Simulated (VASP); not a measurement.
Band structure of LiBr (rock salt). These are PBE GGA with D4 dispersion, VASP's PBE PAW potentials (set 64) (plane waves; VASP) values and carry that method's errors.

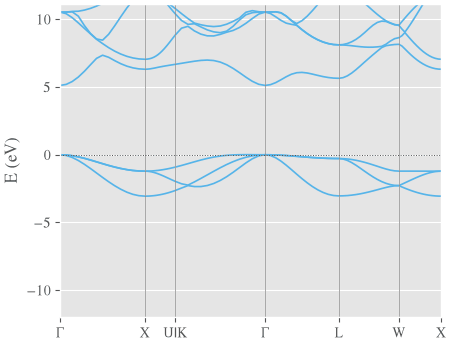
Fig. 1. Bands along high-symmetry lines, zero at the valence-band maximum or, without a gap, the Fermi level

Question: Read the plot: is there a gap, and where are the band edges?

Answer: The gap is indirect, 5.11 eV, from the valence maximum at K-Γ at 0.79 to the conduction minimum at Γ. (Edges off the drawn lines would not show.)

Measured: gap 7.60 eV (computed value off by -2.49 eV), as given by Abedi et al., (2022), arXiv:2211.14644.

The compound is LiBr in the rock salt structure. It was relaxed first.
